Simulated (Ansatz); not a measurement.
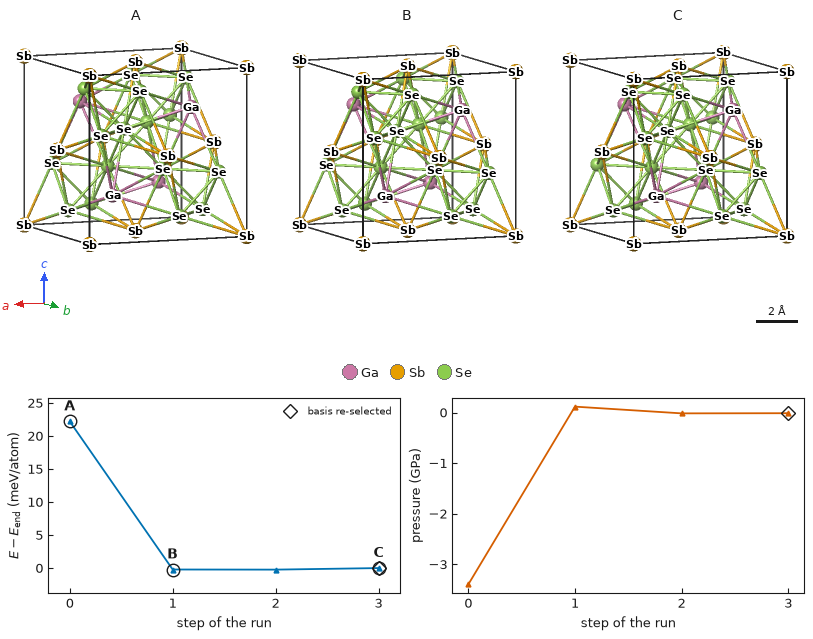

Frames of a relaxation of a crystal of GaSbSe4 (a generated structure, set up in F-43m), marked on the history of the run. Style: ball-and-stick. Shown: the conventional cell (4 times the calculation's cell), from a free direction. Lengths and directions refer to the drawn axes.

Computed with DFT PBE, scalar-relativistic, plane waves, PAW in Ansatz 0.2.0.

The input:
```yaml
crystal:
  lattice:
    - [0.0, 4.23831364, 4.23831364]
    - [4.23831364, 0.0, 4.23831364]
    - [4.23831364, 4.23831364, 0.0]
  atoms:
    - { symbol: Ga, position: [0.75, 0.75, 0.75] }
    - { symbol: Sb, position: [0.0, 0.0, 0.0] }
    - { symbol: Se, position: [0.37538324, 0.37538324, 0.87385029] }
    - { symbol: Se, position: [0.87385029, 0.37538324, 0.37538324] }
    - { symbol: Se, position: [0.37538324, 0.37538324, 0.37538324] }
    - { symbol: Se, position: [0.37538324, 0.87385029, 0.37538324] }
basis:
  ecutwfc: 420
kpoints:
  mp_grid: { grid: [8, 8, 8] }
hamiltonian:
  xc: pbe
scf:
  occupations: { method: gaussian, width: 0.1 }
output:
  forces: true
  stress: true
  eigenvalues: true
relax:
  adjacent_minimum: "off"
  f_tol: 0.01
  max_steps: 80
  cell: { stress_tol: 0.05 }
```

Command:
```bash
ansatz run input.yaml --threads 1 --pin off --max-ram 2048MiB --backend cpu --events-out ev --progress --plain --runs-dir out
```

**What happens along the run?**

Over 2 accepted moves (3 points after the start) the energy falls by 22.2 meV per atom. The largest force component goes from 0.0022 to 0.0012 eV/Å. The pressure goes from −3.40 to −0.01 GPa. At 1 point the geometry stayed and the basis and grid were re-selected for the new cell (energy shift of 0.2 meV per atom at most each time). The atoms keep their places relative to the cell (all moves are under 0.005 Å). Cell: a = b = c 8.477 → 8.254 Å (−2.6 %). Volume −7.7 %. Near-neighbour distances that change, for instance: Sb2–Se3 3.515 → 3.423 Å, Ga1–Se3 3.513 → 3.421 Å, Se3–Se4 3.006 → 2.927 Å, Se3–Se4 (another image) 2.988 → 2.910 Å. The space group stays F-43m (No. 216). Cost: 42 s on 1 thread of Intel(R) Xeon(R) 6975P-C (Granite Rapids), on a shared host, peak memory 0.59 GiB. From step 0 to 1: volume −7.9 %, energy −22.4 meV per atom. From step 1 to 3: volume +0.3 %, energy +0.2 meV per atom.
